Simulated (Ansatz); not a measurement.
**Run report: CH3BFGaO, molecular dynamics**

The run: molecular dynamics of CH3BFGaO. Method and program: RKS r2SCAN-d3bj/def2-SVP (Ansatz 0.2.0).

The geometry comes from this level: PBE0-D4/def2-TZVP.

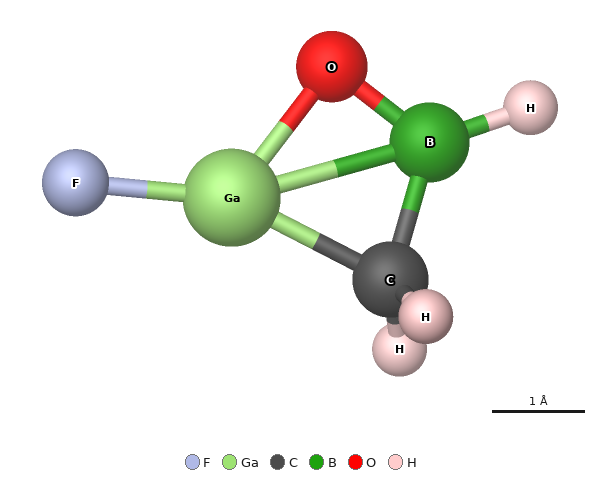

**Figure 1.** The starting structure (ball-and-stick view, seen at a tilt). Sticks mark near contacts.

### Key numbers

```csv
quantity,value
outcome,finished
mean temperature over the second half,473 K
trajectory,"30 steps, 60 fs"
ensemble,nvt_nose_hoover
temperature in the input,1000 K
time step,2 fs
potential energy (last step),−58890.8416 eV
mean-field energy (last step),−58890.8047 eV
dispersion energy (last step),−0.0369 eV
SCF solution under orbital rotations (last step),stable
largest force (length of the vector) (last step),2.746 eV/Å
dipole moment (last step),2.38 D
hardware,"4 threads of Arm Neoverse V2, 23 GiB of memory available, shared host"
wall time,67 s (CPU time 4.2 min)
peak memory,0.4 GiB
```

### Remarks

The program warns: the dispersion correction has no parameters fitted for this combination and takes those fitted for r2SCAN with other terms. So short a trajectory is not equilibrated. The temperature stays far from the 1000 K of the thermostat over the second half: the run isn't equilibrated.

### Input
```yaml
crystal:
  periodic: [false, false, false]
  atoms:
    - {symbol: F, position_ang: [-2.676380, -0.133307, 1.498067]}
    - {symbol: Ga, position_ang: [-1.152511, -0.052455, 0.672328]}
    - {symbol: C, position_ang: [0.778347, 0.201139, 0.450658]}
    - {symbol: B, position_ang: [0.358260, -0.140193, -1.063362]}
    - {symbol: O, position_ang: [-0.973555, -0.361615, -1.163986]}
    - {symbol: H, position_ang: [1.417980, -0.517534, 0.966288]}
    - {symbol: H, position_ang: [1.155455, 1.205766, 0.650680]}
    - {symbol: H, position_ang: [1.092404, -0.201801, -2.010663]}
basis:
  gaussian: {orbitals: def2-SVP}
hamiltonian: {xc: {name: r2SCAN}, dispersion: d3bj}
md: {timestep: 2 fs, n_steps: 30, ensemble: nvt_nose_hoover, temperature: 1000, initial_velocities: maxwell_boltzmann, seed: 755}
```

Run as:
```bash
ansatz run in.yaml --threads 4 --pin off --events-out ev --progress --plain --max-ram 10444MiB
```

### Log
```
Warning: the engine holds no damping parameters fitted to this dispersion correction and functional, so the run takes those fitted to r2scan beside the three-body term, which d3bj leaves out (hamiltonian.dispersion, under Limitations)
Functional definition: r2SCAN
  name "r2SCAN"
  cite "Furness, Kaplan, Ning, Perdew & Sun, J. Phys. Chem. Lett. 11, 8208 (2020) doi:10.1021/acs.jpclett.0c02405"
  cite "Furness, Kaplan, Ning, Perdew & Sun, J. Phys. Chem. Lett. 11, 9248 (2020) doi:10.1021/acs.jpclett.0c03077"
  parent r2scan
  parameter k0 = 0.174
  parameter k1 = 0.065
  parameter a1 = 4.9479
  exchange = r2scan_x(k0 = k0, k1 = k1, a1 = a1)
  correlation = r2scan_c
1132 factors; their error is unknown
mean field evaluation 1: about -58878.8463 eV, gradient 7.8e1 eV
mean field evaluation 2: about -58840.5463 eV, gradient 1.5e2 eV
mean field evaluation 4: about -58890.9239 eV, gradient 1.5e1 eV
mean field evaluation 8: about -58891.3757 eV, gradient 1.5e-1 eV
mean field evaluation 16: about -58891.3278 eV, gradient 2.5e-4 eV
mean field -58891.32781175 eV, -2164.2163791061 hartree, gradient 7.7e-6 eV, S^2 0.000000; 0 other end points of the search recorded, 0 dependent functions left out
the calculation of the forces begins
reference -58891.32782399 eV, -2164.2163795558 hartree; 31, 31 occupied and 72, 72 virtual orbitals, 1132 factors
md step     0: t =     0.00 fs  T =  1000.0 K  F+E_penalty+E_count = -58891.36420778 eV  E_kin = 0.775560 eV  conserved = -58890.58864779 eV  (30 SCF iters)
these checks for a lower state are left out or cut short: starts, cluster_reference, orbital_swaps, neighbouring_geometries, increment
1132 factors; their error is unknown
mean field -58890.92227520 eV, -2164.2014759128 hartree, gradient 1.8e-5 eV, S^2 0.000000; 0 other end points of the search recorded, 0 dependent functions left out
the calculation of the forces begins
reference -58890.92228744 eV, -2164.2014763627 hartree; 31, 31 occupied and 72, 72 virtual orbitals, 1132 factors
md step     1: t =     2.00 fs  T =   620.6 K  F+E_penalty+E_count = -58890.95869275 eV  E_kin = 0.481282 eV  conserved = -58890.47742935 eV  (30 SCF iters, 3 dispersion substeps)
[... from here on the SCF iterations and repeated set-up lines of each step are left out, up to the last step ...]
md step     2: t =     4.00 fs  T =   569.0 K  F+E_penalty+E_count = -58890.95950218 eV  E_kin = 0.441270 eV  conserved = -58890.51839148 eV  (33 SCF iters, 3 dispersion substeps)
md step     3: t =     6.00 fs  T =   681.5 K  F+E_penalty+E_count = -58891.09076712 eV  E_kin = 0.528535 eV  conserved = -58890.56270371 eV  (31 SCF iters, 3 dispersion substeps)
md step     4: t =     8.00 fs  T =   230.6 K  F+E_penalty+E_count = -58890.62871066 eV  E_kin = 0.178823 eV  conserved = -58890.45067623 eV  (32 SCF iters, 3 dispersion substeps)
md step     5: t =    10.00 fs  T =   338.1 K  F+E_penalty+E_count = -58890.81799180 eV  E_kin = 0.262242 eV  conserved = -58890.55687763 eV  (31 SCF iters, 3 dispersion substeps)
md step     6: t =    12.00 fs  T =   435.9 K  F+E_penalty+E_count = -58890.87915197 eV  E_kin = 0.338069 eV  conserved = -58890.54282886 eV  (32 SCF iters, 3 dispersion substeps)
md step     7: t =    14.00 fs  T =   313.6 K  F+E_penalty+E_count = -58890.75565163 eV  E_kin = 0.243232 eV  conserved = -58890.51489322 eV  (31 SCF iters, 3 dispersion substeps)
md step     8: t =    16.00 fs  T =   533.3 K  F+E_penalty+E_count = -58890.96766015 eV  E_kin = 0.413599 eV  conserved = -58890.55754564 eV  (31 SCF iters, 3 dispersion substeps)
md step     9: t =    18.00 fs  T =   592.7 K  F+E_penalty+E_count = -58890.96377213 eV  E_kin = 0.459673 eV  conserved = -58890.50909054 eV  (33 SCF iters, 3 dispersion substeps)
md step    10: t =    20.00 fs  T =   572.1 K  F+E_penalty+E_count = -58890.99904692 eV  E_kin = 0.443687 eV  conserved = -58890.56206312 eV  (31 SCF iters, 3 dispersion substeps)
md step    11: t =    22.00 fs  T =   444.8 K  F+E_penalty+E_count = -58890.85792587 eV  E_kin = 0.345000 eV  conserved = -58890.52126578 eV  (31 SCF iters, 3 dispersion substeps)
md step    12: t =    24.00 fs  T =   540.2 K  F+E_penalty+E_count = -58890.94086514 eV  E_kin = 0.418922 eV  conserved = -58890.53204368 eV  (32 SCF iters, 3 dispersion substeps)
md step    13: t =    26.00 fs  T =   615.6 K  F+E_penalty+E_count = -58891.05675608 eV  E_kin = 0.477453 eV  conserved = -58890.59164423 eV  (33 SCF iters, 3 dispersion substeps)
md step    14: t =    28.00 fs  T =   352.1 K  F+E_penalty+E_count = -58890.71579617 eV  E_kin = 0.273056 eV  conserved = -58890.45708174 eV  (33 SCF iters, 3 dispersion substeps)
md step    15: t =    30.00 fs  T =   636.8 K  F+E_penalty+E_count = -58891.06894797 eV  E_kin = 0.493857 eV  conserved = -58890.59168690 eV  (33 SCF iters, 3 dispersion substeps)
md step    16: t =    32.00 fs  T =   478.4 K  F+E_penalty+E_count = -58890.88599495 eV  E_kin = 0.371012 eV  conserved = -58890.53426204 eV  (33 SCF iters, 3 dispersion substeps)
md step    17: t =    34.00 fs  T =   312.1 K  F+E_penalty+E_count = -58890.73086419 eV  E_kin = 0.242038 eV  conserved = -58890.51014327 eV  (31 SCF iters, 3 dispersion substeps)
md step    18: t =    36.00 fs  T =   539.0 K  F+E_penalty+E_count = -58890.94989710 eV  E_kin = 0.418041 eV  conserved = -58890.55556704 eV  (30 SCF iters, 3 dispersion substeps)
md step    19: t =    38.00 fs  T =   616.9 K  F+E_penalty+E_count = -58890.98865589 eV  E_kin = 0.478481 eV  conserved = -58890.53731873 eV  (33 SCF iters, 3 dispersion substeps)
md step    20: t =    40.00 fs  T =   508.9 K  F+E_penalty+E_count = -58890.89593486 eV  E_kin = 0.394718 eV  conserved = -58890.53186250 eV  (32 SCF iters, 3 dispersion substeps)
md step    21: t =    42.00 fs  T =   550.1 K  F+E_penalty+E_count = -58890.95605806 eV  E_kin = 0.426658 eV  conserved = -58890.56351987 eV  (33 SCF iters, 3 dispersion substeps)
md step    22: t =    44.00 fs  T =   538.6 K  F+E_penalty+E_count = -58890.92547812 eV  E_kin = 0.417693 eV  conserved = -58890.54565354 eV  (33 SCF iters, 3 dispersion substeps)
md step    23: t =    46.00 fs  T =   400.0 K  F+E_penalty+E_count = -58890.81377978 eV  E_kin = 0.310229 eV  conserved = -58890.54480652 eV  (32 SCF iters, 3 dispersion substeps)
md step    24: t =    48.00 fs  T =   300.5 K  F+E_penalty+E_count = -58890.70596802 eV  E_kin = 0.233023 eV  conserved = -58890.51687523 eV  (31 SCF iters, 3 dispersion substeps)
md step    25: t =    50.00 fs  T =   460.4 K  F+E_penalty+E_count = -58890.88320140 eV  E_kin = 0.357099 eV  conserved = -58890.57312702 eV  (32 SCF iters, 3 dispersion substeps)
md step    26: t =    52.00 fs  T =   363.2 K  F+E_penalty+E_count = -58890.80076482 eV  E_kin = 0.281668 eV  conserved = -58890.56962847 eV  (32 SCF iters, 3 dispersion substeps)
md step    27: t =    54.00 fs  T =   256.3 K  F+E_penalty+E_count = -58890.65801275 eV  E_kin = 0.198814 eV  conserved = -58890.51250704 eV  (30 SCF iters, 3 dispersion substeps)
md step    28: t =    56.00 fs  T =   594.4 K  F+E_penalty+E_count = -58890.98274112 eV  E_kin = 0.460959 eV  conserved = -58890.57912926 eV  (29 SCF iters, 3 dispersion substeps)
md step    29: t =    58.00 fs  T =   523.2 K  F+E_penalty+E_count = -58890.88574902 eV  E_kin = 0.405768 eV  conserved = -58890.54280789 eV  (32 SCF iters, 3 dispersion substeps)
these checks for a lower state are left out or cut short: starts, cluster_reference, orbital_swaps, neighbouring_geometries, increment
1132 factors; their error is unknown
mean field -58890.80471563 eV, -2164.1971556784 hartree, gradient 1.5e-5 eV, S^2 0.000000; 0 other end points of the search recorded, 0 dependent functions left out
the calculation of the forces begins
reference -58890.80472789 eV, -2164.1971561288 hartree; 31, 31 occupied and 72, 72 virtual orbitals, 1132 factors
1132 factors; their error is unknown
mean field evaluation 256: about -58890.8489 eV, gradient 1.1e0 eV
mean field -58890.80471563 eV, -2164.1971556784 hartree, gradient 1.5e-5 eV, S^2 0.000000; 1 other end points of the search recorded, 0 dependent functions left out
the calculation of the forces begins
reference -58890.80472789 eV, -2164.1971561288 hartree; 31, 31 occupied and 72, 72 virtual orbitals, 1132 factors
md step    30: t =    60.00 fs  T =   487.6 K  F+E_penalty+E_count = -58890.84162114 eV  E_kin = 0.378184 eV  conserved = -58890.53139961 eV  (30 SCF iters, 3 dispersion substeps)
```

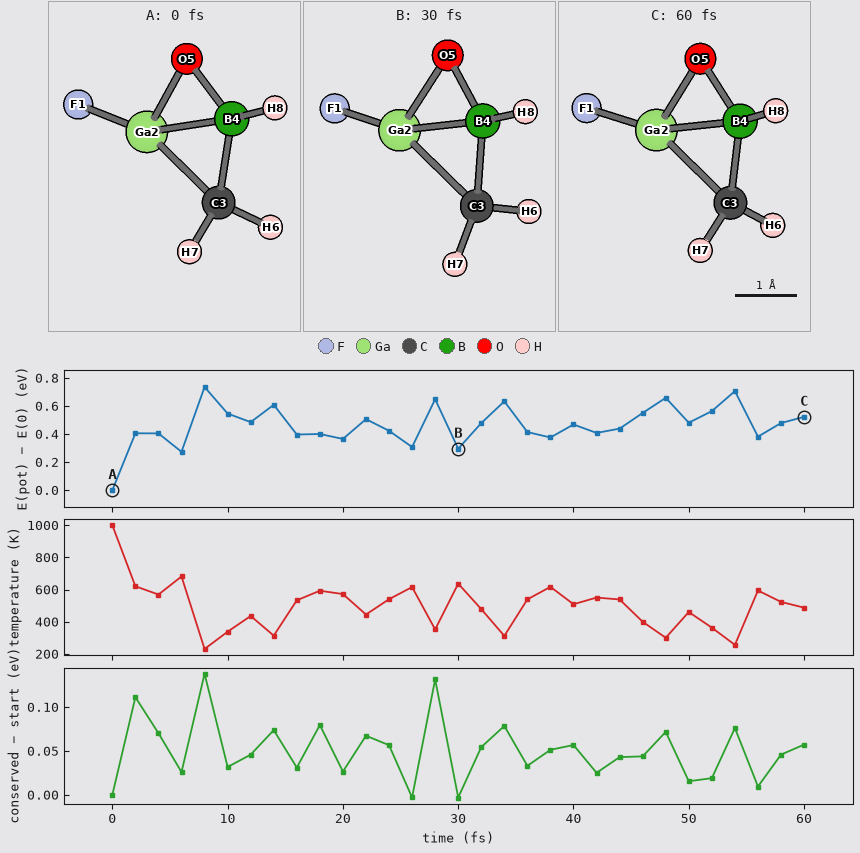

**Figure 2.** Frames of the molecular dynamics (ball-and-stick, seen at a tilt) above the curves, on which the letters mark them. The trajectory kept here has 31 frames over 60 fs. The temperature starts at 1000 K, ranges from 231 to 1000 K and averages 473 K over the second half. The potential energy ends 0.523 eV above its first value. The conserved quantity stays within 0.14 eV. After an unweighted best fit of the last frame on the first, the root-mean-square displacement is 0.14 Å, and H8 has moved furthest (0.26 Å).

```
Total energy: -58890.84163339 eV, -2164.1985123809 hartree
Atom 0 at    -2.686007    -0.129956     1.606112 Å, force     1.222370     0.088210    -0.974804 eV/Å
Atom 1 at    -1.161789    -0.045573     0.636845 Å, force    -1.327042    -0.182975     1.385798 eV/Å
Atom 2 at     0.788882     0.156743     0.480124 Å, force    -2.097617     0.618159    -1.660469 eV/Å
Atom 3 at     0.377598    -0.092957    -1.049855 Å, force     1.412440     0.134957    -2.069829 eV/Å
Atom 4 at    -0.933013    -0.406878    -1.169434 Å, force    -0.240766     0.006837    -0.518300 eV/Å
Atom 5 at     1.252388    -0.535706     1.092711 Å, force     1.512124    -1.891087     1.258110 eV/Å
Atom 6 at     1.121081     1.130200     0.707155 Å, force     0.792718     1.653316     0.419582 eV/Å
Atom 7 at     1.139172     0.093605    -2.185125 Å, force    -1.274228    -0.427417     2.159912 eV/Å
Dipole moment:     0.359127     0.129494     0.317355 e Å
```

### Trajectory as extended XYZ (Å, eV, eV/Å), 12 of the 31 frames kept, from step=0 to step=30
```
8
Properties=species:S:1:pos:R:3:forces:R:3 step=0 time_fs=0.0 energy=-58891.36421 temperature=1000.0
F    -2.6764   -0.1333    1.4981   -0.1671  -0.0152   0.0560
Ga   -1.1525   -0.0525    0.6723    0.1213   0.0412   0.1243
C     0.7783    0.2011    0.4507   -0.2505  -0.0643  -0.1429
B     0.3583   -0.1402   -1.0634   -0.0525   0.0251   0.1806
O    -0.9736   -0.3616   -1.1640   -0.1873  -0.0683  -0.2169
H     1.4180   -0.5175    0.9663    0.2204  -0.2272   0.1755
H     1.1555    1.2058    0.6507    0.1360   0.3272   0.0739
H     1.0924   -0.2018   -2.0107    0.1797  -0.0185  -0.2504
8
Properties=species:S:1:pos:R:3:forces:R:3 step=3 time_fs=6.0 energy=-58891.09077 temperature=681.5
F    -2.7022   -0.1344    1.5321    1.1219   0.0189  -0.6734
Ga   -1.1396   -0.0529    0.6592   -2.2753   0.2881   1.4095
C     0.7055    0.2252    0.4547    2.3754  -0.0603   0.0218
B     0.3802   -0.1487   -1.0817    0.1178   0.6688  -0.0314
O    -0.9659   -0.3601   -1.1341    0.0103  -0.6823  -1.7224
H     1.2498   -0.6508    0.8775    0.0856   0.3464   0.1731
H     1.2852    1.1487    0.6938   -0.3773  -0.4571   0.0695
H     1.2350   -0.1807   -2.0250   -1.0584  -0.1225   0.7533
8
Properties=species:S:1:pos:R:3:forces:R:3 step=5 time_fs=10.0 energy=-58890.81799 temperature=338.1
F    -2.7095   -0.1349    1.5488    1.4779   0.0221  -0.8926
Ga   -1.1365   -0.0525    0.6539   -3.0012   0.4257   1.7316
C     0.6887    0.2389    0.4577    1.5690  -0.4173  -0.7005
B     0.3835   -0.1430   -1.0790    0.6528   0.7204  -0.7904
O    -0.9605   -0.3663   -1.1325    0.0649  -0.8208  -1.8525
H     1.1382   -0.6700    0.8369    0.6256  -0.7246   0.5770
H     1.3433    1.0379    0.7467    0.3330   0.8340   0.3897
H     1.2903   -0.1949   -2.0733   -1.7219  -0.0396   1.5378
8
Properties=species:S:1:pos:R:3:forces:R:3 step=8 time_fs=16.0 energy=-58890.96766 temperature=533.3
F    -2.6982   -0.1353    1.5605    1.2629   0.0133  -0.7893
Ga   -1.1440   -0.0501    0.6527   -2.2800   0.4333   1.0192
C     0.7141    0.2458    0.4570    1.7837  -1.0204   0.5393
B     0.3877   -0.1159   -1.0774   -2.5219   0.5054   2.6236
O    -0.9508   -0.3895   -1.1608    0.1153  -0.3599  -0.5524
H     1.0857   -0.7500    0.8716    0.0489   0.6901  -0.2429
H     1.4124    0.9998    0.8684   -0.3916  -0.0393  -0.1547
H     1.0834   -0.2372   -1.9269    1.9828  -0.2224  -2.4427
8
Properties=species:S:1:pos:R:3:forces:R:3 step=11 time_fs=22.0 energy=-58890.85793 temperature=444.8
F    -2.6649   -0.1356    1.5583    0.2303  -0.0087  -0.2544
Ga   -1.1628   -0.0456    0.6567   -0.4532   0.2831   0.1613
C     0.7786    0.2271    0.4610    0.7056   1.1494   1.6280
B     0.3518   -0.0785   -1.0402    1.9148  -0.6999  -2.7405
O    -0.9397   -0.4207   -1.2014   -0.2599   0.2009   0.8273
H     1.0993   -0.7431    0.8864    0.3900  -0.0978  -0.0496
H     1.4355    1.0492    1.0108   -1.3937  -1.4740  -1.4552
H     1.1550   -0.2830   -2.1196   -1.1340   0.6470   1.8832
8
Properties=species:S:1:pos:R:3:forces:R:3 step=14 time_fs=28.0 energy=-58890.71580 temperature=352.1
F    -2.6279   -0.1360    1.5519   -1.2640  -0.0542   0.5826
Ga   -1.1834   -0.0397    0.6612    2.0293  -0.0489  -1.1402
C     0.8377    0.2067    0.4873   -3.8153  -3.5215  -2.2405
B     0.3578   -0.0586   -1.0616   -1.6748  -0.2884   2.8296
O    -0.9333   -0.4478   -1.2249   -0.0301   0.6462   1.5309
H     1.2248   -0.7494    0.8767    0.2075  -0.0467   0.0421
H     1.3076    0.9857    0.9157    1.9705   3.2790   1.5067
H     1.0188   -0.1518   -1.9190    2.5768   0.0345  -3.1111
8
Properties=species:S:1:pos:R:3:forces:R:3 step=16 time_fs=32.0 energy=-58890.88599 temperature=478.4
F    -2.6140   -0.1368    1.5525   -1.8569  -0.0494   0.9067
Ga   -1.1926   -0.0358    0.6616    2.8197  -0.3369  -1.3317
C     0.8406    0.1678    0.4923   -0.9804   2.2131  -0.0855
B     0.3534   -0.0530   -1.0559    1.7217  -0.4337  -1.4330
O    -0.9300   -0.4588   -1.2233    0.2451   0.7682   1.2166
H     1.3471   -0.7272    0.8614    0.2004  -0.2066   0.2967
H     1.3432    1.1618    0.9084   -0.9194  -2.0471  -0.9418
H     1.1920   -0.0283   -2.0802   -1.2302   0.0924   1.3719
8
Properties=species:S:1:pos:R:3:forces:R:3 step=19 time_fs=38.0 energy=-58890.98866 temperature=616.9
F    -2.6206   -0.1387    1.5668   -1.3746   0.0136   0.6044
Ga   -1.1949   -0.0315    0.6567    2.5822  -0.6607  -1.0741
C     0.8222    0.1393    0.4936   -2.2020  -3.0122  -1.7732
B     0.3857   -0.0547   -1.0772   -0.2737  -0.3761   0.8091
O    -0.9199   -0.4615   -1.2002    0.4326   0.7627   0.5085
H     1.4941   -0.6588    0.8744   -0.4931   0.0262   0.1030
H     1.2327    1.0371    0.7232    1.5152   3.3928   0.9934
H     1.1475    0.1620   -1.9970   -0.1866  -0.1462  -0.1710
8
Properties=species:S:1:pos:R:3:forces:R:3 step=22 time_fs=44.0 energy=-58890.92548 temperature=538.6
F    -2.6510   -0.1401    1.5914    0.0809   0.1484  -0.2998
Ga   -1.1849   -0.0303    0.6469    0.5593  -0.8283   0.2171
C     0.7707    0.0988    0.4639    2.5495   2.0954   0.9977
B     0.4053   -0.0727   -1.0693   -0.1094   0.5246  -0.4961
O    -0.9018   -0.4482   -1.1664   -0.3562   0.2563  -0.5901
H     1.5413   -0.5963    0.9543   -1.1981   0.6208  -0.4122
H     1.2391    1.1889    0.6357   -0.9540  -2.0099  -0.1419
H     1.0987    0.3630   -2.0409   -0.5720  -0.8073   0.7253
8
Properties=species:S:1:pos:R:3:forces:R:3 step=25 time_fs=50.0 energy=-58890.88320 temperature=460.4
F    -2.6812   -0.1390    1.6114    1.1076   0.1886  -0.9480
Ga   -1.1717   -0.0333    0.6378   -1.0265  -0.7246   1.2769
C     0.7577    0.0981    0.4464   -0.5199   1.3415  -0.2590
B     0.4063   -0.0831   -1.0562    0.0346   0.5309  -1.0191
O    -0.8913   -0.4290   -1.1447   -1.3530  -0.2520  -1.3832
H     1.3784   -0.5188    1.0074    1.3872  -1.5696   1.2164
H     1.1073    1.1009    0.5711    0.5632   1.2418   0.4466
H     1.0257    0.3695   -2.0536   -0.1932  -0.7565   0.6693
8
Properties=species:S:1:pos:R:3:forces:R:3 step=27 time_fs=54.0 energy=-58890.65801 temperature=256.3
F    -2.6915   -0.1364    1.6159    1.3877   0.1760  -1.0977
Ga   -1.1652   -0.0373    0.6349   -1.5929  -0.5659   1.5012
C     0.7557    0.1079    0.4418    2.2852   2.2164   2.4690
B     0.4057   -0.0816   -1.0624   -2.0718  -0.9397   2.3884
O    -0.8991   -0.4183   -1.1457   -1.3314  -0.2937  -1.2977
H     1.3492   -0.5945    1.1287   -0.4669   0.9447  -1.0444
H     1.1123    1.2374    0.6069   -0.3482  -2.2144  -0.0042
H     0.9447    0.2360   -1.9593    2.1382   0.6765  -2.9147
8
Properties=species:S:1:pos:R:3:forces:R:3 step=30 time_fs=60.0 energy=-58890.84162 temperature=487.6
F    -2.6860   -0.1300    1.6061    1.2224   0.0882  -0.9748
Ga   -1.1618   -0.0456    0.6368   -1.3270  -0.1830   1.3858
C     0.7889    0.1567    0.4801   -2.0976   0.6182  -1.6605
B     0.3776   -0.0930   -1.0499    1.4124   0.1350  -2.0698
O    -0.9330   -0.4069   -1.1694   -0.2408   0.0068  -0.5183
H     1.2524   -0.5357    1.0927    1.5121  -1.8911   1.2581
H     1.1211    1.1302    0.7072    0.7927   1.6533   0.4196
H     1.1392    0.0936   -2.1851   -1.2742  -0.4274   2.1599
```
